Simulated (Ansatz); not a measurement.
# A hypothetical structure for InSb2N, part 2 of 2

This structure for InSb2N is made up. Its elements were placed in a known structure type with a cell scaled to their sizes. What cell does the guess relax to, and how far off was it?

Ansatz 0.2.0; DFT, r2SCAN, plane-wave PAW, files of the set soft_1, scalar-relativistic, no spin, cell and ions relaxed at zero pressure; PAW set soft_1 (the session's first sound run).

So far: Starting point; Relaxation of the guess. The relaxed cell has a = 3.288, c = 17.951 Å (conventional setting).

### 3. Electronic structure of the relaxed cell

A second self-consistent run takes a narrower smearing and the mesh shown in its input; the bands follow along the standard path of the relaxed lattice.

This step: DFT, r2SCAN, plane-wave PAW, files of the set soft_1, scalar-relativistic, no spin, bands and density of states at the relaxed cell; PAW set soft_1 (Ansatz 0.2.0).

input.yaml

```yaml
crystal:
  lattice:
    - [3.2878010747, 0.0, 0.0]
    - [-1.6439005374, 2.8473192533, 0.0]
    - [0.0, 0.0, 17.9508136637]
  atoms:
    - { symbol: Sb, position: [0.6666666667, 0.3333333333, 0.5870355968] }
    - { symbol: Sb, position: [0.3333333333, 0.6666666667, 0.4129644032] }
    - { symbol: Sb, position: [0.3333333333, 0.6666666667, 0.0870355968] }
    - { symbol: Sb, position: [0.6666666667, 0.3333333333, 0.9129644032] }
    - { symbol: In, position: [0.3333333333, 0.6666666667, 0.75] }
    - { symbol: In, position: [0.6666666667, 0.3333333333, 0.25] }
    - { symbol: "N", position: [0.0, 0.0, 0.5] }
    - { symbol: "N", position: [0.0, 0.0, 0.0] }
kpoints:
  mp_grid: { grid: [12, 12, 2] }
  band_path:
    path:
      - [[0.0, 0.0, 0.0], [0.5, 0.0, 0.0], [0.33333333, 0.33333333, 0.0], [0.0, 0.0, 0.0], [0.0, 0.0, 0.5], [0.5, 0.0, 0.5], [0.33333333, 0.33333333, 0.5], [0.0, 0.0, 0.5]]
      - [[0.5, 0.0, 0.5], [0.5, 0.0, 0.0]]
      - [[0.33333333, 0.33333333, 0.0], [0.33333333, 0.33333333, 0.5]]
    npoints: 8
scf:
  occupations: { method: fermi_dirac, width: 0.03 }
  n_extra_bands: 12
hamiltonian:
  xc: r2scan
  pseudopotentials: { kind: paw, azcp: { folder: soft_1 } }
output:
  forces: true
  stress: true
  write_bands: true
  dos: { projected: true }
  write_density: true
  write_potential: true
  elf: true
  volumetric_format: npy
```

The run is started by

```sh
> ansatz run input.yaml --threads 4 --pin off --max-ram 10240MiB --backend cpu --events-out ev --progress --plain --runs-dir out
```

Numbers of over 12 decimals in the logs are rounded to 6 here.

The log of the run:

```text
[...]
Crystal: 8 atoms, lattice volume = 168.045 Å³
Basis set: ecut = 500 eV, 4187 PW (Γ), exchange–correlation on 96×96×540 points (64 copies of the dense FFT grid, shifted against one another)
Bands: 60, of which v1, the nominal top of the filled ones, is band 48 counted from 1 (47 counted from 0)
Symmetry: 24 space group operations
[...]
k-points: 38 of 288
[...]
SCF iter   1: F=—  HF=-37986.182823 eV  |F-HF|=—  |Δ(HF+E_count)|=         —  Δρ=3.11e-2  dr2=1.05e1  dr2_τ=3.93e-2  ethr=3.10e-3  ⟨swp⟩=6.4  Hψ=9112  notcnv=0  defer=5
[...]
SCF iter  10: F=-37985.036745 eV  HF=-37985.036745 eV  |F-HF|=2.97e-9  |Δ(HF+E_count)|=   1.67e-8  Δρ=2.94e-6  dr2=3.53e-8  dr2_τ=1.70e-10  ethr=1.04e-10  ⟨swp⟩=14.7  Hψ=17868  notcnv=0
SCF 1 converged in 10 iterations: F = -37985.036745 eV  dr2 = 3.53e-8
[...]
NSCF: frozen V_eff on 75 k-points
SCF converged after 10 iterations
Free energy (F): -37985.036745 eV
[...]
Internal energy: -37985.030728 eV  (E = F + TS)
E sigma→0 (E₀):  -37985.033736 eV
Entropy (-TS):   -0.006018 eV (-0.752 meV/atom)
Fermi energy:    11.832303 eV
[...]
--- Forces (eV/Å), atoms counted from 1 ---
  atom   1  Sb     0.00000000     0.00000000    -0.06626676
  atom   2  Sb    -0.00000000    -0.00000000     0.06626676
  atom   3  Sb    -0.00000000    -0.00000000    -0.06626676
  atom   4  Sb     0.00000000     0.00000000     0.06626676
  atom   5  In    -0.00000000     0.00000000     0.00000000
  atom   6  In    -0.00000000    -0.00000000     0.00000000
  atom   7  N      0.00000000     0.00000000    -0.00000000
  atom   8  N      0.00000000     0.00000000     0.00000000
  max |Σ_I F_I| component: 7.40e-17 eV/Å
--- Stress (GPa, compression-positive) ---
       -0.234347       0.000000       0.000000
        0.000000      -0.234347       0.000000
        0.000000       0.000000       0.091326
  P = ⅓ Tr σ = -0.1258 GPa (-1.258 kbar)
--- Band table (eV; the first three rows and the last of 38) ---
  k-point 0: bands = [... 44 lower, 9.5987, 11.8917, 13.0453, 15.1701, 15.8044, 16.3428, 16.3428, 16.3689, ... 8 higher]
  k-point 1: bands = [... 44 lower, 10.8872, 10.8872, 14.0084, 14.0084, 16.3557, 16.3557, 16.3557, 16.3557, ... 8 higher]
  k-point 2: bands = [... 44 lower, 10.4013, 12.3799, 12.9288, 14.9277, 15.3867, 15.6047, 16.2226, 16.2678, ... 8 higher]
  k-point 37: bands = [... 44 lower, 9.5324, 9.5324, 9.8481, 9.8481, 11.3579, 11.3579, 11.7093, 11.7093, ... 8 higher]
```

It took 19 s on 4 threads of Intel Xeon 6975P-C (Granite Rapids), shared host; peak memory 1.2 GiB.

This step gave:

```yaml
free_energy: -37985.0367 eV
energy_at_zero_smearing: -37985.0337 eV
smearing_term_ts: 0.006018 eV
fermi_energy: 11.83 eV
pressure: -0.1258 GPa
```

From bands.tsv, the bands that come nearest the Fermi level along the path, at its corners, in eV from the Fermi level:

```
point  band 46  band 47  band 48  band 49  band 50  band 51  band 52  band 53
    Γ     0.06     1.21     3.34     3.97     4.51     4.51     4.54     4.54
    M    -2.83    -1.72    -1.12    -0.63     0.19     0.78     2.03     2.05
    K    -1.95    -1.95    -1.62    -0.99    -0.99    -0.79     0.68     0.68
    Γ     0.06     1.21     3.34     3.97     4.51     4.51     4.54     4.54
    A    -0.95     2.18     2.18     4.52     4.52     4.52     4.52     5.27
    L    -2.48    -2.00    -2.00     0.14     0.14     1.17     1.17     2.10
    H    -2.30    -1.98    -1.98    -0.47    -0.47    -0.12    -0.12     0.21
    A    -0.95     2.18     2.18     4.52     4.52     4.52     4.52     5.27
    L    -2.48    -2.00    -2.00     0.14     0.14     1.17     1.17     2.10
    M    -2.83    -1.72    -1.12    -0.63     0.19     0.78     2.03     2.05
    K    -1.95    -1.95    -1.62    -0.99    -0.99    -0.79     0.68     0.68
    H    -2.30    -1.98    -1.98    -0.47    -0.47    -0.12    -0.12     0.21
```

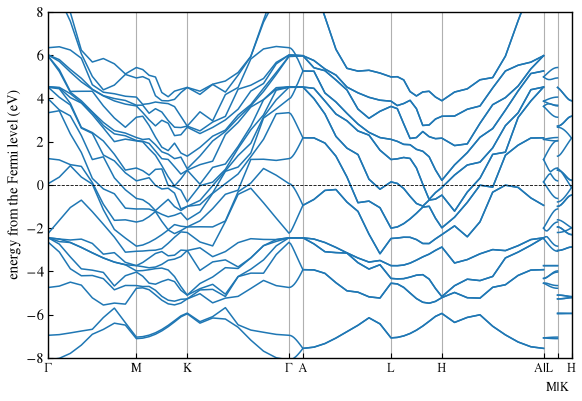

Bands along the path. 36 bands lie wholly below the window drawn.

States per cell as run, both spins, in windows of 1 eV, from dos.tsv (zero at the Fermi level):

| from | to | total |
| --- | --- | --- |
| -8 | -7 | 0.53 |
| -7 | -6 | 3.24 |
| -6 | -5 | 2.43 |
| -5 | -4 | 4.01 |
| -4 | -3 | 4.64 |
| -3 | -2 | 3.05 |
| -2 | -1 | 2.32 |
| -1 | 0 | 3.68 |
| 0 | 1 | 3.11 |
| 1 | 2 | 4.20 |
| 2 | 3 | 4.61 |

A further 72.0 states lie below the table's range.

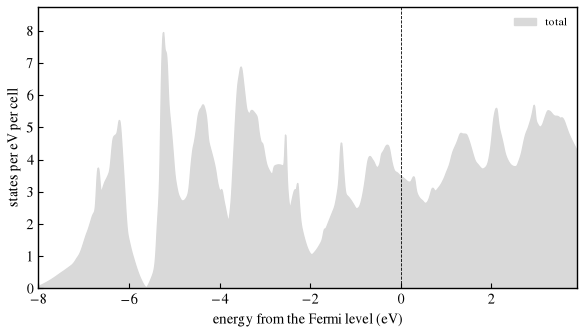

Total density of states, smoothed over about 0.04 eV.

Force by atom:

| atom | x (eV/Å) | y (eV/Å) | z (eV/Å) | size |
| --- | --- | --- | --- | --- |
| Sb1 | 0.0000 | 0.0000 | -0.0663 | 0.0663 |
| Sb2 | 0.0000 | 0.0000 | 0.0663 | 0.0663 |
| Sb3 | 0.0000 | 0.0000 | -0.0663 | 0.0663 |
| Sb4 | 0.0000 | 0.0000 | 0.0663 | 0.0663 |
| In5 | 0.0000 | 0.0000 | 0.0000 | 0.0000 |
| In6 | 0.0000 | 0.0000 | 0.0000 | 0.0000 |
| N7 | 0.0000 | 0.0000 | 0.0000 | 0.0000 |
| N8 | 0.0000 | 0.0000 | 0.0000 | 0.0000 |

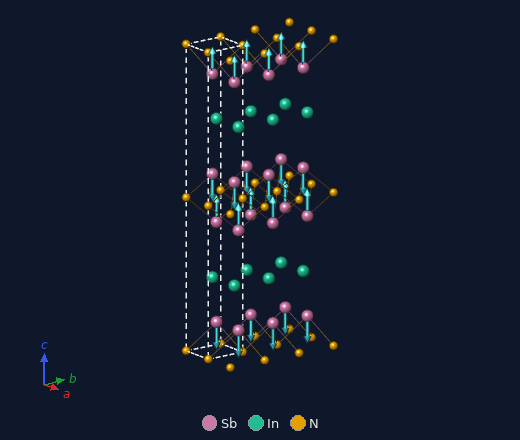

Force as arrows, the longest 0.0663 eV/Å. Bonds to atoms that aren't drawn are left out. 2×3×1 cells are drawn. Some periodic images of atoms are drawn too.

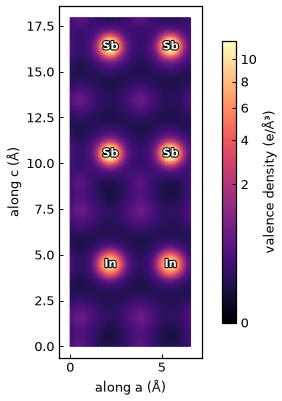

Valence density in the ac plane at fractional y = 0.333, with atoms of Sb and In within 0.2 Å of it. It is the smooth field of the valence electrons, not physical close to the nuclei. The colour scale is stretched toward low values.

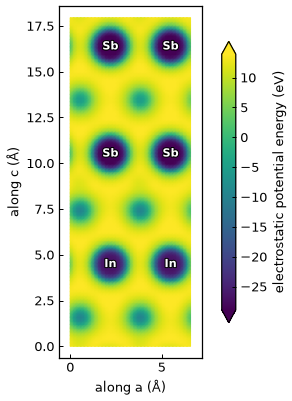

Electrostatic potential energy in the ac plane at fractional y = 0.333, with atoms of Sb and In within 0.2 Å of it. With pseudopotentials it is smooth inside the atoms' cores, unlike the true potential.

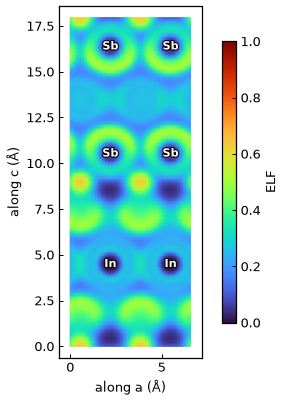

ELF in the ac plane at fractional y = 0.333, with atoms of Sb and In within 0.2 Å of it. It is the smooth field of the valence electrons, not physical close to the nuclei.

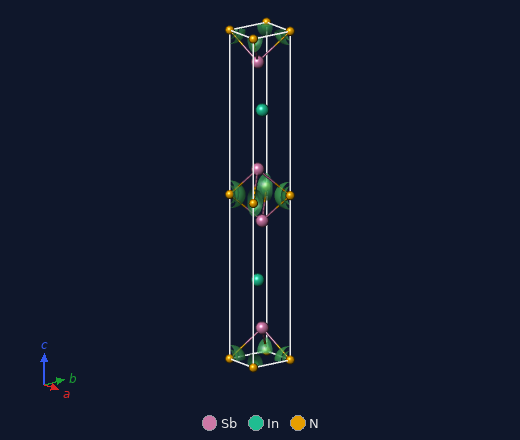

Surface of ELF = 0.74. Bonds to atoms that aren't drawn are left out.

### 4. Results

| Quantity | Value |
| --- | --- |
| space group, relaxed | P6_3/mmc |
| conventional cell | a = 3.288, b = 3.288, c = 17.951 Å; α = 90.0°, β = 90.0°, γ = 120.0° |
| volume per atom | 21.01 Å³ (guess 20.24) |

In words: InSb2N relaxes to P6_3/mmc with a = 3.288, b = 3.288 and c = 17.951 Å. The guessed volume was 4 % too small. The space group P6_3/mmc was held in the relaxation, so the end point is a stationary structure within it and may be a saddle against distortions or other arrangements. Bands cross the Fermi level, so it is a metal or semimetal at this level. On the 12×12×2 mesh with the narrower smearing (relaxed on 9×9×2) the largest force component is 0.066 eV/Å and the largest stress component is 0.234 GPa, against the relaxation's thresholds of 0.015 eV/Å and 0.05 GPa. The cutoff wasn't tested. A vector of the cell changed its length by 15 %, more than the volume shows. Spin-orbit coupling is left out, which can matter for elements this heavy. No dispersion term is used, so weakly bound directions may come out too long. Nothing here tests whether the compound is stable against decomposition.

[Logs are printed without paths, hosts, clocks, repeated set-up lines and the standing remarks that a program may print on its own settings, such as how far it seeks lower states.]

[Hosts, paths, dates, database ids (printed as entryN), source tags and the programs' standing remarks are cut or masked in the printed files.]
